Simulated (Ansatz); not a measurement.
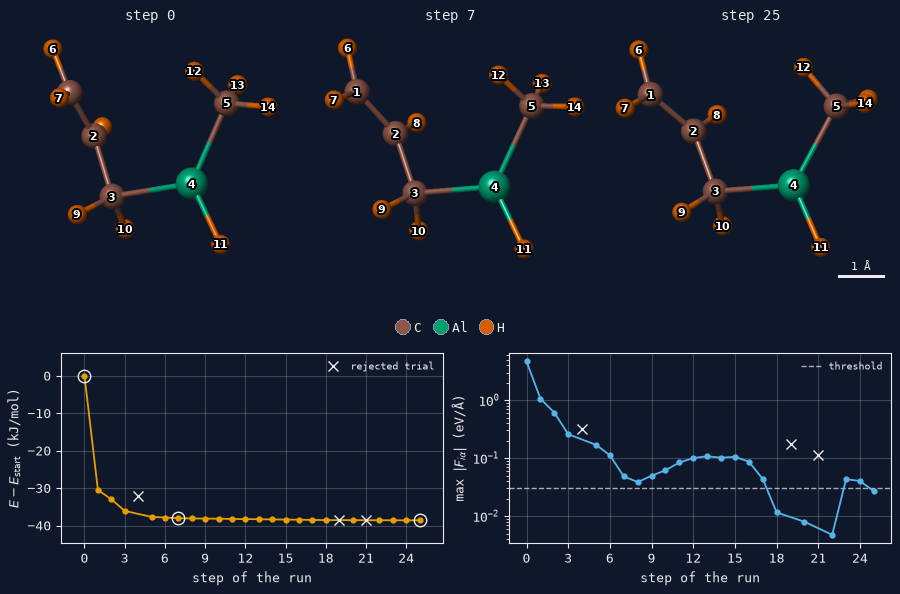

Frames of a relaxation of C$_{4}$H$_{9}$Al (coarse preliminary run), marked on the history of the run. Style: ball-and-stick. Shown from a free direction.

The start comes from a force field.

The calculation used RKS PBE-D4/def2-SVP in Ansatz. Settings: force threshold 0.03 eV/Å; at most 200 steps.

### Describe the path.

The largest move after the best rigid fit is that of H7, 0.80 Å. Largest moves by element: H 0.80 Å, C 0.42 Å, Al 0.06 Å. Some distances before and after: C1–C2 1.288 → 1.349 Å, C3–Al4 2.047 → 1.992 Å, C5–H13 1.062 → 1.115 Å, Al4–H11 1.653 → 1.609 Å. Among the angles between lasting bonds that change: H9–C3–H10 112.8° → 105.9°, H13–C5–H14 113.2° → 106.6°, C3–C2–H8 121.0° → 115.7°. Groups turn about Al4–C5 by about 30°, C2–C3 by about 25°. Over 22 accepted moves (25 points after the start) the energy falls by 38.6 kJ/mol. The largest force component goes from 4.7 to 0.027 eV/Å. The line search rejected the trial steps at points 4, 19, 21 of the run. The forces were under the threshold at step 18, but the run went on from there. From step 0 to 7: H7 moves most (0.58 Å), energy −38.0 kJ/mol. From step 7 to 25: H13 moves most (0.67 Å), energy −0.57 kJ/mol.

```csv
step,"E − E(0), kJ/mol","largest force component, eV/Å",note
0,0.00,4.6657,
1,-30.46,1.0629,
2,-32.97,0.6104,
3,-36.07,0.2590,
4,-32.15,0.3199,rejected
5,-37.68,0.1696,
6,-37.84,0.1121,
7,-38.03,0.0483,
8,-38.08,0.0386,
9,-38.13,0.0497,
10,-38.17,0.0618,
11,-38.22,0.0841,
12,-38.27,0.1003,
13,-38.31,0.1078,
14,-38.35,0.1018,
15,-38.39,0.1054,
16,-38.43,0.0870,
17,-38.49,0.0438,
18,-38.53,0.0115,
19,-38.43,0.1730,rejected
20,-38.55,0.0080,
21,-38.53,0.1152,rejected
22,-38.57,0.0048,
23,-38.58,0.0434,
24,-38.59,0.0402,
25,-38.60,0.0268,
```
